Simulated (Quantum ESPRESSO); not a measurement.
# Magnetic state of CrBr2 from several starts, part 2 of 3

A self-consistent run ends on one state, which hangs on the start. Several orders of CrBr2 are started in Quantum ESPRESSO and their energies compared.

Quantum ESPRESSO 7.5; LDA; plane waves with GBRV 1.5 LDA potentials, no spin-orbit coupling.

So far, absolute magnetization (μB): step 2 (start 1: ferro +) 4.16.

### 3. Run 2 (antiferro q=(0,1/2,0) +−)

This order needs a doubled cell of 6 atoms. The wavevector q is in fractions of the reciprocal vectors of the crystal's primitive cell, as the cells of these inputs are built from it; moments change sign between cells as cos(2π q·R).

File pw.in:

```
&CONTROL
  calculation = 'scf'
  prefix = 'pwscf'
  outdir = './tmp'
  pseudo_dir = './pseudo'
  disk_io = 'nowf'
/
&SYSTEM
  ibrav = 0
  nat = 6
  ntyp = 3
  ecutwfc = 40
  ecutrho = 280
  nbnd = 38
  occupations = 'smearing'
  smearing = 'fd'
  degauss = 0.00999582
  nspin = 2
  starting_magnetization(1) = 0.2143
  starting_magnetization(2) = -0.2143
  starting_magnetization(3) = 0
/
&ELECTRONS
  conv_thr = 1.2d-08
  electron_maxstep = 150
  mixing_beta = 0.3
/
ATOMIC_SPECIES
Cr1    51.9961 cr_lda_v1.5.uspp.F.UPF
Cr2    51.9961 cr_lda_v1.5.uspp.F.UPF
Br     79.9040 br_lda_v1.4.uspp.F.UPF
CELL_PARAMETERS angstrom
   3.7446690000   -1.8310550000    0.0000000000
   7.4893380000    3.6621100000    0.0000000000
  -0.7268470000    0.0000000000    6.4659460000
ATOMIC_POSITIONS crystal
Cr1     0.0000000000    0.0000000000    0.0000000000
Cr2     0.0000000000    0.5000000000    0.0000000000
Br      0.6457740000    0.3228870000    0.2332280000
Br      0.6457740000    0.8228870000    0.2332280000
Br      0.3542260000    0.1771130000    0.7667720000
Br      0.3542260000    0.6771130000    0.7667720000
K_POINTS automatic
6 3 6 0 0 0
```

On the command line:

```sh
$ OMP_NUM_THREADS=1 mpirun -n 4 pw.x -nk 4 -in pw.in > pw.out
```

What it wrote:

```text
[banner, memory and clock lines left out]
Program PWSCF v.7.5 starts

     Message from routine setup:
     using ibrav=0 with symmetry is DISCOURAGED, use correct ibrav instead

     bravais-lattice index     =            0
     lattice parameter (alat)  =       7.8771  a.u.
     unit-cell volume          =    1196.7502 (a.u.)^3
     number of atoms/cell      =            6
     number of atomic types    =            3
     number of electrons       =        56.00
     number of Kohn-Sham states=           38
     kinetic-energy cutoff     =      40.0000  Ry
     charge density cutoff     =     280.0000  Ry
     scf convergence threshold =      1.2E-08
     mixing beta               =       0.3000
     number of iterations used =            8  plain     mixing
     Exchange-correlation=  SLA  PZ   NOGX NOGC
                           (   1   1   0   0   0   0   0)

     celldm(1)=   7.877078  celldm(2)=   0.000000  celldm(3)=   0.000000
     celldm(4)=   0.000000  celldm(5)=   0.000000  celldm(6)=   0.000000

     crystal axes: (cart. coord. in units of alat)
               a(1) = (   0.898353  -0.439274   0.000000 )
               a(2) = (   1.796707   0.878547   0.000000 )
               a(3) = (  -0.174372   0.000000   1.551193 )

     reciprocal axes: (cart. coord. in units 2 pi/alat)
               b(1) = (  0.556574 -1.138243  0.062565 )
               b(2) = (  0.278287  0.569121  0.031283 )
               b(3) = ( -0.000000  0.000000  0.644665 )

     PseudoPot. # 1 for Cr read from file:
     cr_lda_v1.5.uspp.F.UPF
     Pseudo is Ultrasoft + core correction, Zval = 14.0

     PseudoPot. # 2 for Cr read from file:
     cr_lda_v1.5.uspp.F.UPF
     Pseudo is Ultrasoft + core correction, Zval = 14.0

     PseudoPot. # 3 for Br read from file:
     br_lda_v1.4.uspp.F.UPF
     Pseudo is Ultrasoft + core correction, Zval =  7.0

     atomic species   valence    mass     pseudopotential
     Cr1              14.00    51.99610     Cr( 1.00)
     Cr2              14.00    51.99610     Cr( 1.00)
     Br                7.00    79.90400     Br( 1.00)

     Starting magnetic structure
     atomic species   magnetization
     Cr1             0.214
     Cr2            -0.214
     Br              0.000

      2 Sym. Ops., with inversion, found

   Cartesian axes

     site n.     atom                  positions (alat units)
         1        Cr1    tau(   1) = (   0.0000000   0.0000000   0.0000000  )
         2        Cr2    tau(   2) = (   0.8983533   0.4392736   0.0000000  )
         3        Br     tau(   3) = (   1.1195980  -0.0000000   0.3617816  )
         4        Br     tau(   4) = (   2.0179513   0.4392736   0.3617816  )
         5        Br     tau(   5) = (   0.5027366   0.0000000   1.1894113  )
         6        Br     tau(   6) = (   1.4010900   0.4392736   1.1894113  )

     number of k points=    56  Fermi-Dirac smearing, width (Ry)=  0.0100
                       cart. coord. in units 2pi/alat
        k(    1) = (   0.0000000   0.0000000   0.0000000), wk =   0.0092593
        k(    2) = (   0.0000000   0.0000000   0.1074442), wk =   0.0185185
        k(    3) = (   0.0000000   0.0000000   0.2148884), wk =   0.0185185
        k(    4) = (   0.0000000   0.0000000  -0.3223326), wk =   0.0092593
        k(    5) = (   0.0927623   0.1897071   0.0104276), wk =   0.0185185
        [... 51 further k-points ...]

     Dense  grid:    94655 G-vectors     FFT dimensions: (  45,  90,  72)

     Smooth grid:    40901 G-vectors     FFT dimensions: (  32,  64,  50)

     Check: negative core charge=   -0.000002
     Generating pointlists ...
     new r_m :   0.2519 (alat units)  1.9839 (a.u.) for type    1
     new r_m :   0.2519 (alat units)  1.9839 (a.u.) for type    2
     new r_m :   0.2519 (alat units)  1.9839 (a.u.) for type    3

     Initial potential from superposition of free atoms

     starting charge      53.9999, renormalised to      56.0000

     negative rho (up, down):  1.001E-03 1.001E-03
     Starting wfcs are   36 randomized atomic wfcs +    2 random wfcs

     Self-consistent Calculation

     iteration #  1     ecut=    40.00 Ry     beta= 0.30
     Davidson diagonalization with overlap
     ethr =  1.00E-02,  avg # of iterations =  4.5

     Threshold (ethr) on eigenvalues was too large:
     Diagonalizing with lowered threshold

     Davidson diagonalization with overlap
     ethr =  5.84E-04,  avg # of iterations =  2.1

     negative rho (up, down):  9.302E-04 9.300E-04

     total energy              =    -537.31929677 Ry
     estimated scf accuracy    <       0.37524800 Ry

     total magnetization       =     0.00 Bohr mag/cell
     absolute magnetization    =     7.66 Bohr mag/cell

     iteration #  2     ecut=    40.00 Ry     beta= 0.30
     Davidson diagonalization with overlap
     ethr =  6.70E-04,  avg # of iterations =  2.0

     negative rho (up, down):  1.264E-03 1.264E-03

     total energy              =    -537.35209611 Ry
     estimated scf accuracy    <       0.06503242 Ry

     total magnetization       =     0.00 Bohr mag/cell
     absolute magnetization    =     7.86 Bohr mag/cell

     [... further iterations left out ...]

     iteration # 11     ecut=    40.00 Ry     beta= 0.30
     Davidson diagonalization with overlap
     ethr =  1.46E-10,  avg # of iterations =  3.5

     negative rho (up, down):  4.169E-03 4.169E-03

     total energy              =    -537.37132483 Ry
     estimated scf accuracy    <       0.00000002 Ry

     total magnetization       =    -0.00 Bohr mag/cell
     absolute magnetization    =     8.15 Bohr mag/cell

     iteration # 12     ecut=    40.00 Ry     beta= 0.30
     Davidson diagonalization with overlap
     ethr =  3.25E-11,  avg # of iterations =  2.3

     negative rho (up, down):  4.169E-03 4.169E-03

     Magnetic moment per site  (integrated on atomic sphere of radius R)
     atom   1 (R=0.252)  charge= 12.1073  magn=  3.4445
     atom   2 (R=0.252)  charge= 12.1073  magn= -3.4445
     atom   3 (R=0.252)  charge=  4.8275  magn= -0.0147
     atom   4 (R=0.252)  charge=  4.8275  magn=  0.0147
     atom   5 (R=0.252)  charge=  4.8275  magn=  0.0147
     atom   6 (R=0.252)  charge=  4.8275  magn= -0.0147

     End of self-consistent calculation

     Number of k-points >= 100: set verbosity='high' to print the bands.

     the Fermi energy is     4.5624 ev

!    total energy              =    -537.37132484 Ry
     estimated scf accuracy    <          2.0E-09 Ry
     smearing contrib. (-TS)   =      -0.00652647 Ry
     internal energy E=F+TS    =    -537.36479837 Ry

     The total energy is F=E-TS. E is the sum of the following terms:
     one-electron contribution =    -348.52475602 Ry
     hartree contribution      =     188.75241724 Ry
     xc contribution           =    -147.78625999 Ry
     ewald contribution        =    -229.80619960 Ry

     total magnetization       =    -0.00 Bohr mag/cell
     absolute magnetization    =     8.15 Bohr mag/cell

     convergence has been achieved in  12 iterations
```

The job ended after 2.1 min (4 MPI ranks of Arm Neoverse V1, shared host; peak memory 1.1 GiB).

Spin moment in the atom's sphere by atom:

```csv
atom,spin moment in the atom's sphere (μB)
Cr1,3.44
Cr2,-3.44
Br3,-0.01
Br4,0.01
Br5,0.01
Br6,-0.01
```

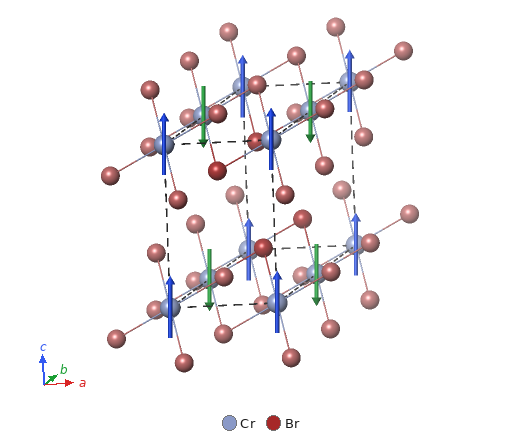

Spin moment in the atom's sphere as arrows, the longest 3.44 μB. Up and down stand for the sign. Arrows give size and sign along the axis of quantisation, drawn up and down the page. The two directions have two colours. Some periodic images of atoms are drawn too.

This step gave:

* smearing term TS: 0.08880 eV
* magnetization: 0 μB
* absolute magnetization: 8.148 μB
* final state: antiferromagnetic

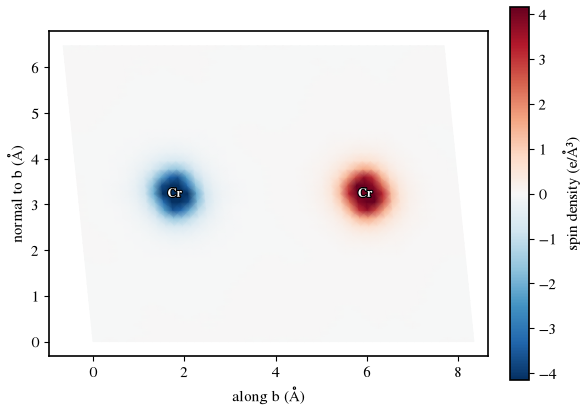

Spin density in the bc plane at fractional x = 0.000, with atoms of Cr within 0.2 Å of it. The map starts off the cell's origin, so that atoms lie inside it.

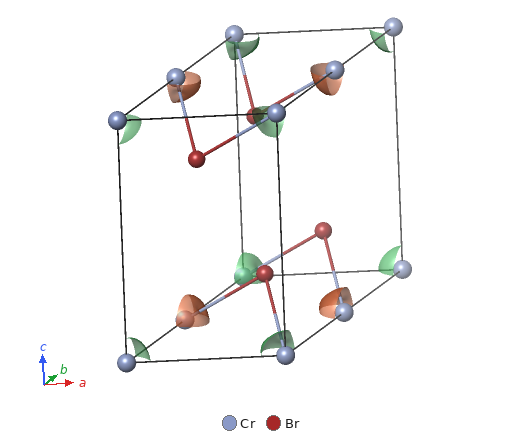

Surfaces of spin density = ±0.93 e/Å³, which hold about 50 % of the integral of its size. The two colours are the two signs. Bonds to atoms that aren't drawn are left out.

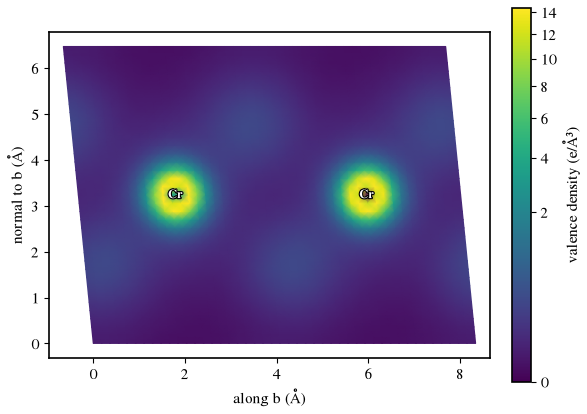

Valence density in the bc plane at fractional x = 0.000, with atoms of Cr within 0.2 Å of it. It is the smooth field of the valence electrons, not physical close to the nuclei. The map starts off the cell's origin, so that atoms lie inside it. The colour scale is stretched toward low values.

### 4. Run 3 (antiferro q=(1/2,1/2,0) +−)

The cell is doubled to 6 atoms to hold this order.

File pw.in:

```
&CONTROL
  calculation = 'scf'
  prefix = 'pwscf'
  outdir = './tmp'
  pseudo_dir = './pseudo'
  disk_io = 'nowf'
/
&SYSTEM
  ibrav = 0
  nat = 6
  ntyp = 3
  ecutwfc = 40
  ecutrho = 280
  nbnd = 38
  occupations = 'smearing'
  smearing = 'fd'
  degauss = 0.00999582
  nspin = 2
  starting_magnetization(1) = 0.2143
  starting_magnetization(2) = -0.2143
  starting_magnetization(3) = 0
/
&ELECTRONS
  conv_thr = 1.2d-08
  electron_maxstep = 150
  mixing_beta = 0.3
/
ATOMIC_SPECIES
Cr1    51.9961 cr_lda_v1.5.uspp.F.UPF
Cr2    51.9961 cr_lda_v1.5.uspp.F.UPF
Br     79.9040 br_lda_v1.4.uspp.F.UPF
CELL_PARAMETERS angstrom
   7.4893380000   -3.6621100000    0.0000000000
   7.4893380000    0.0000000000    0.0000000000
  -0.7268470000    0.0000000000    6.4659460000
ATOMIC_POSITIONS crystal
Cr1     0.0000000000    0.0000000000    0.0000000000
Cr2     0.5000000000    0.0000000000    0.0000000000
Br      0.0000000000    0.6457740000    0.2332280000
Br      0.5000000000    0.6457740000    0.2332280000
Br      0.0000000000    0.3542260000    0.7667720000
Br      0.5000000000    0.3542260000    0.7667720000
K_POINTS automatic
3 6 6 0 0 0
```

What it wrote:

```text
     [... lines left out ...]
Program PWSCF v.7.5 starts
     [... lines left out ...]
     number of atoms/cell      =            6
     [... lines left out ...]
     number of electrons       =        56.00
     number of Kohn-Sham states=           38
     kinetic-energy cutoff     =      40.0000  Ry
     charge density cutoff     =     280.0000  Ry
     scf convergence threshold =      1.2E-08
     [... lines left out ...]
      4 Sym. Ops., with inversion, found
     [... lines left out ...]
     number of k points=    40  Fermi-Dirac smearing, width (Ry)=  0.0100
     [... lines left out ...]
     iteration # 12     ecut=    40.00 Ry     beta= 0.30
     [... lines left out ...]
     Magnetic moment per site  (integrated on atomic sphere of radius R)
     atom   1 (R=0.126)  charge= 12.1082  magn=  3.4623
     atom   2 (R=0.126)  charge= 12.1082  magn= -3.4623
     atom   3 (R=0.126)  charge=  4.8274  magn=  0.0405
     atom   4 (R=0.126)  charge=  4.8274  magn= -0.0405
     atom   5 (R=0.126)  charge=  4.8274  magn=  0.0405
     atom   6 (R=0.126)  charge=  4.8274  magn= -0.0405
     [... lines left out ...]
     the Fermi energy is     4.5523 ev
!    total energy              =    -537.36956501 Ry
     estimated scf accuracy    <          1.8E-09 Ry
     smearing contrib. (-TS)   =      -0.00639795 Ry
     [... lines left out ...]
     total magnetization       =    -0.00 Bohr mag/cell
     absolute magnetization    =     8.18 Bohr mag/cell
     convergence has been achieved in  12 iterations
```

Wall time 2.2 min (4 MPI ranks); peak memory 1.1 GiB; 8.9 min of CPU time.

Spin moment in the atom's sphere by atom:

```csv
atom,spin moment in the atom's sphere (μB)
Cr1,3.46
Cr2,-3.46
Br3,0.04
Br4,-0.04
Br5,0.04
Br6,-0.04
```

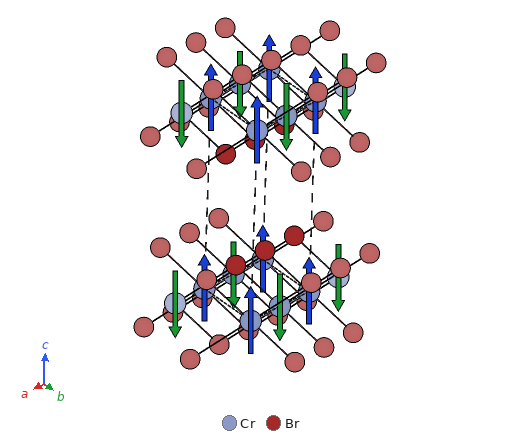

Spin moment in the atom's sphere as arrows, the longest 3.46 μB. Up and down stand for the sign. Arrows give size and sign along the axis of quantisation, drawn up and down the page. The two directions have two colours. Some periodic images of atoms are drawn too.

This step gave:

```
smearing term TS       : 0.08705 eV
magnetization          : 0 μB
absolute magnetization : 8.183 μB
final state            : antiferromagnetic
```

### 5. Run 4, typed as no spin polarisation

File pw.in:

```
&CONTROL
  calculation = 'scf'
  prefix = 'pwscf'
  outdir = './tmp'
  pseudo_dir = './pseudo'
  disk_io = 'nowf'
/
&SYSTEM
  ibrav = 0
  nat = 3
  ntyp = 2
  ecutwfc = 40
  ecutrho = 280
  nbnd = 21
  occupations = 'smearing'
  smearing = 'fd'
  degauss = 0.00999582
/
&ELECTRONS
  conv_thr = 6d-09
  electron_maxstep = 150
  mixing_beta = 0.3
/
ATOMIC_SPECIES
Cr     51.9961 cr_lda_v1.5.uspp.F.UPF
Br     79.9040 br_lda_v1.4.uspp.F.UPF
CELL_PARAMETERS angstrom
   3.7446690000   -1.8310550000    0.0000000000
   3.7446690000    1.8310550000    0.0000000000
  -0.7268470000    0.0000000000    6.4659460000
ATOMIC_POSITIONS crystal
Cr      0.0000000000    0.0000000000    0.0000000000
Br      0.6457740000    0.6457740000    0.2332280000
Br      0.3542260000    0.3542260000    0.7667720000
K_POINTS automatic
6 6 6 0 0 0
```

What it wrote:

```text
     [... lines left out ...]
Program PWSCF v.7.5 starts
     [... lines left out ...]
     number of atoms/cell      =            3
     [... lines left out ...]
     number of electrons       =        28.00
     number of Kohn-Sham states=           21
     kinetic-energy cutoff     =      40.0000  Ry
     charge density cutoff     =     280.0000  Ry
     scf convergence threshold =      6.0E-09
     [... lines left out ...]
      4 Sym. Ops., with inversion, found
     [... lines left out ...]
     number of k points=    68  Fermi-Dirac smearing, width (Ry)=  0.0100
     [... lines left out ...]
     iteration # 12     ecut=    40.00 Ry     beta= 0.30
     [... lines left out ...]
     the Fermi energy is     4.7417 ev
!    total energy              =    -268.55554729 Ry
     estimated scf accuracy    <          1.3E-09 Ry
     smearing contrib. (-TS)   =      -0.03713992 Ry
     [... lines left out ...]
     convergence has been achieved in  12 iterations
```

Wall time 18 s (4 MPI ranks); peak memory 0.45 GiB; 72 s of CPU time.

Numbers from this step:

- smearing term TS: 0.5053 eV
- final state: non-magnetic (no spin polarisation)

### 6. What a mistake does

As a test, an input with a fault in it is run.

Edit pw.in of step 5 so:

```diff
@@ -13,6 +13,7 @@
   ecutrho = 280
-  nbnd = 21
-  occupations = 'smearing'
-  smearing = 'fd'
-  degauss = 0.00999582
+  nbnd = 23
+  occupations = 'fixed'
+  nspin = 2
+  starting_magnetization(1) = 0.2143
+  starting_magnetization(2) = 0
 /
@@ -20,3 +21,3 @@
   conv_thr = 6d-09
-  electron_maxstep = 150
+  electron_maxstep = 50
   mixing_beta = 0.3
```

What it wrote:

```text
     [... lines left out ...]
Program PWSCF v.7.5 starts
     Error in routine iosys (1):
     fixed occupations and lsda need tot_magnetization
 %%%%%%%%%%%%%%%%%%%%%%%%%%%%%%%%%%%%%%%%%%%%%%%%%%%%%%%%%%%%%%%%%%%%%%%%%%%%%%
     stopping ...
```

Elapsed: 0.49 s, on 4 MPI ranks; peak memory 0.08 GiB.

The program refused the input before any cycle.

The program's message: “iosys (1): fixed occupations and lsda need tot_magnetization”

The fault put into the input: fixed occupations for a magnet without a total moment.

### 7. Energies of the orders

An order is kept where moments of 0.15 μB or more survive with the typed signs; meshes match where a doubled cell samples the same k points as the first cell.

Orders:

```csv
start,final state,typed order kept,energy over the lowest (meV a seeded atom),largest site moment (μB),net moment (μB a cell of the first run),mesh matched,CPU time (s)
ferro +,ferromagnetic,yes,25.12,3.487,4,yes,128.6
"antiferro q=(0,1/2,0) +-",antiferromagnetic,yes,0,3.444,0,yes,508.2
"antiferro q=(1/2,1/2,0) +-",antiferromagnetic,yes,11.97,3.462,0,yes,534.9
no spin polarisation,non-magnetic,-,1770,0,0,yes,72.33
```

### 8. A Heisenberg model

E = −Σ J e·e over ordered pairs of unit vectors, so each pair counts twice. As many shells are taken as there are differences of energy, so the couplings are solved for and no residual tests the model; further shells are folded in, and shells whose pairs keep their relative signs in all orders cancel and are not probed. Couplings from the energies:

```csv
pair,distance (Å),neighbours an atom,J (meV)
Cr-Cr,3.662,2,-4.636
Cr-Cr,4.168,4,-1.643
```

### 9. The lowest state again, with its states saved

File pw.in:

```
&CONTROL
  calculation = 'scf'
  prefix = 'pwscf'
  outdir = './tmp'
  pseudo_dir = './pseudo'
  disk_io = 'low'
/
&SYSTEM
  ibrav = 0
  celldm(1) = 8
  nat = 6
  ntyp = 3
  ecutwfc = 40
  ecutrho = 280
  nbnd = 42
  occupations = 'smearing'
  smearing = 'fd'
  degauss = 0.00999582
  nspin = 2
  starting_magnetization(1) = 0.2143
  starting_magnetization(2) = -0.2143
  starting_magnetization(3) = 0
/
&ELECTRONS
  conv_thr = 1.2d-08
  electron_maxstep = 150
  mixing_beta = 0.3
/
ATOMIC_SPECIES
Cr1    51.9961 cr_lda_v1.5.uspp.F.UPF
Cr2    51.9961 cr_lda_v1.5.uspp.F.UPF
Br     79.9040 br_lda_v1.4.uspp.F.UPF
CELL_PARAMETERS alat
   0.8845498546720   -0.4325240586408    0.0000000000000
   1.7690997093441    0.8650481172817    0.0000000000000
  -0.1716927205632    0.0000000000000    1.5273583845774
ATOMIC_POSITIONS crystal
Cr1     0.0000000000    0.0000000000    0.0000000000
Cr2     0.0000000000    0.5000000000    0.0000000000
Br      0.6457740000    0.3228870000    0.2332280000
Br      0.6457740000    0.8228870000    0.2332280000
Br      0.3542260000    0.1771130000    0.7667720000
Br      0.3542260000    0.6771130000    0.7667720000
K_POINTS automatic
6 3 6 0 0 0
```

What it wrote:

```text
     [... lines left out ...]
Program PWSCF v.7.5 starts
     [... lines left out ...]
     number of atoms/cell      =            6
     [... lines left out ...]
     number of electrons       =        56.00
     number of Kohn-Sham states=           42
     kinetic-energy cutoff     =      40.0000  Ry
     charge density cutoff     =     280.0000  Ry
     scf convergence threshold =      1.2E-08
     [... lines left out ...]
      2 Sym. Ops., with inversion, found
     [... lines left out ...]
     number of k points=    56  Fermi-Dirac smearing, width (Ry)=  0.0100
     [... lines left out ...]
     iteration # 11     ecut=    40.00 Ry     beta= 0.30
     [... lines left out ...]
     Magnetic moment per site  (integrated on atomic sphere of radius R)
     atom   1 (R=0.248)  charge= 12.1073  magn=  3.4445
     atom   2 (R=0.248)  charge= 12.1073  magn= -3.4444
     atom   3 (R=0.248)  charge=  4.8275  magn= -0.0147
     atom   4 (R=0.248)  charge=  4.8275  magn=  0.0147
     atom   5 (R=0.248)  charge=  4.8275  magn=  0.0147
     atom   6 (R=0.248)  charge=  4.8275  magn= -0.0147
     [... lines left out ...]
     the Fermi energy is     4.5624 ev
!    total energy              =    -537.37132484 Ry
     estimated scf accuracy    <          1.9E-09 Ry
     smearing contrib. (-TS)   =      -0.00652655 Ry
     [... lines left out ...]
     total magnetization       =     0.00 Bohr mag/cell
     absolute magnetization    =     8.15 Bohr mag/cell
     convergence has been achieved in  11 iterations
```

Wall time 2.2 min (4 MPI ranks); peak memory 1.1 GiB; 8.6 min of CPU time.

Numbers from this step:

- smearing term TS: 0.08880 eV
- magnetization: 0 μB
- absolute magnetization: 8.148 μB
- final state: antiferromagnetic
- largest moment: 3.444 μB

(Part 2 of 3 ends here.)

[Logs and program files are shortened in this print: banners, set-up blocks, solver, clock and traceback lines can be left out without a mark of their own.]

[Logs are printed without paths, hosts, clocks, repeated set-up lines and the standing remarks that a program may print on its own settings, such as how far it seeks lower states.]

[Hosts, paths, dates, database ids (printed as entryN), source tags and the programs' standing remarks are cut or masked in the printed files.]

[Where a cell is said to come from a database of computed structures, the database is the Materials Project.]
